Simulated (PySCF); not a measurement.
**SiSe (SMILES [Si][Se]): CCSDT(Q)/STO-6G**

What is the energy change on altering one bond length of SiSe at CCSDT(Q)/STO-6G? Input form: a Python script.

Program for the calculation: PySCF 2.14.0.

7 further runs of the same task are left out: 7 set aside as unsound or not needed.

### 1 The system as given

SiSe has 2 atoms, charge 0, and is taken as a singlet. As SMILES, `[Si][Se]`. The coordinates come from a PBE0-D4/def2-TZVP relaxation.

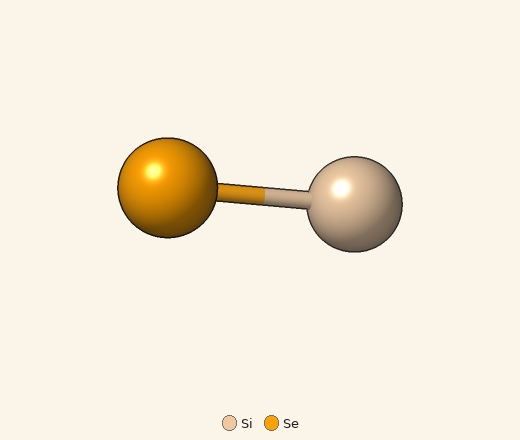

The structure, seen from a chosen angle (silicon light orange, selenium orange).

### 2 A single-point energy at CCSDT(Q)/STO-6G

The input, calc.py:

```python
from pyscf import gto, scf, cc

mol = gto.M(
    atom='Si 0.000000 0.000000 0.031440; Se -0.000000 -0.000000 2.093090',
    basis='sto-6g',
    charge=0,
    max_memory=1860,
    verbose=3,
)

mf = scf.RHF(mol)
mf.conv_tol = 1e-10
mf.kernel()
if not mf.converged:
    mf = mf.newton().run(mf.mo_coeff, mf.mo_occ)

mycc = cc.CCSDT(mf, frozen=14)
mycc.kernel()
e_bracket, e_q = mycc.ccsdt_q()
e_final = mycc.e_tot + e_q
print('Final energy', e_final)
```

Run with:

```
OMP_NUM_THREADS=1 python calc.py
```

Standard output:

```text
converged SCF energy = -2675.56123185861
_make_eris_incore_RCCSDT

WARN: A large `blksize` is being used, which may cause large memory consumption
      for storing contraction intermediates. If memory is sufficient, consider using
      `pyscf.cc.rccsdt_highm.RCCSDT` instead.

RCCSDT converged
E(RCCSDT) = -2675.651440981751   E_corr = -0.09020912314528172
E_corr(same-spin) = -0.0182383952186853
E_corr(oppo-spin) = -0.0719707279265964
_make_eris_incore_RCCSDT
Final energy -2675.650965353274
```

Wall time 4.2 s (1 thread of Arm Neoverse V1, shared host); peak memory 0.1 GiB.

### 3 The distorted shape

The input, geometry.xyz:

```xyz
2

Si     0.000000     0.000000    -0.380910
Se     0.000000     0.000000     2.093090
```

The input, job.py:

```python
from pyscf import gto, scf, cc

mol = gto.M(
    atom='geometry.xyz',
    charge=0,
    verbose=3,
    max_memory=1860,
    basis='sto-6g',
)

calc0 = scf.RHF(mol)
calc0.conv_tol = 1e-10
calc0.kernel()
if not calc0.converged:
    calc0 = calc0.newton().run(calc0.mo_coeff, calc0.mo_occ)

mycc = cc.CCSDT(calc0, frozen=14)
mycc.kernel()
e_bracket, e_q = mycc.ccsdt_q()
e_final = mycc.e_tot + e_q
print('Final energy', e_final)
```

Run with:

```
OMP_NUM_THREADS=1 python job.py
```

Standard output:

```text
converged SCF energy = -2675.46788914604
_make_eris_incore_RCCSDT

WARN: A large `blksize` is being used, which may cause large memory consumption
      for storing contraction intermediates. If memory is sufficient, consider using
      `pyscf.cc.rccsdt_highm.RCCSDT` instead.

RCCSDT converged
E(RCCSDT) = -2675.59125384709   E_corr = -0.1233647010508077
E_corr(same-spin) = -0.0268610971609038
E_corr(oppo-spin) = -0.0965036038899039
_make_eris_incore_RCCSDT
Final energy -2675.5962666908335
```

Wall time 4.5 s (1 thread of Arm Neoverse V1, shared host); peak memory 0.1 GiB.

### 4 Outcome

Level: CCSDT(Q)/STO-6G, 14 core orbitals frozen.

| quantity | value |
| --- | --- |
| first shape: total energy | -2675.65097 Eh |
| first shape: dipole moment (Hartree–Fock density) | 3.62 D |
| first shape: HOMO energy (Hartree–Fock orbitals) | -6.50 eV |
| first shape: LUMO energy (Hartree–Fock orbitals) | 5.44 eV |
| first shape: HOMO–LUMO gap (Hartree–Fock orbitals) | 11.94 eV |
| first shape: correlation energy (14 core orbitals frozen) | -89.7 mEh |
| first shape: T1 diagnostic | 0.024 |
| distorted shape: total energy | -2675.59627 Eh |
| distorted shape: dipole moment (Hartree–Fock density) | 5.69 D |
| distorted shape: HOMO energy (Hartree–Fock orbitals) | -4.65 eV |
| distorted shape: LUMO energy (Hartree–Fock orbitals) | 4.22 eV |
| distorted shape: HOMO–LUMO gap (Hartree–Fock orbitals) | 8.87 eV |
| distorted shape: correlation energy (14 core orbitals frozen) | -128.4 mEh |
| distorted shape: T1 diagnostic | 0.068 |
| energy change with the Si1–Se2 bond stretched from 2.062 to 2.474 Å | 1.488 eV |

What this shows: With the Si1–Se2 bond stretched from 2.062 to 2.474 Å the energy rises by 1.49 eV (34 kcal/mol). The first shape isn't relaxed at this level, so the change isn't measured from a minimum. The minimal basis adds a large error of its own. The T1 diagnostic (first shape) of 0.024 is above the customary mark for such species, so a single reference may not serve. The T1 diagnostic (distorted shape) of 0.068 is above the customary mark for such species, so a single reference may not serve.
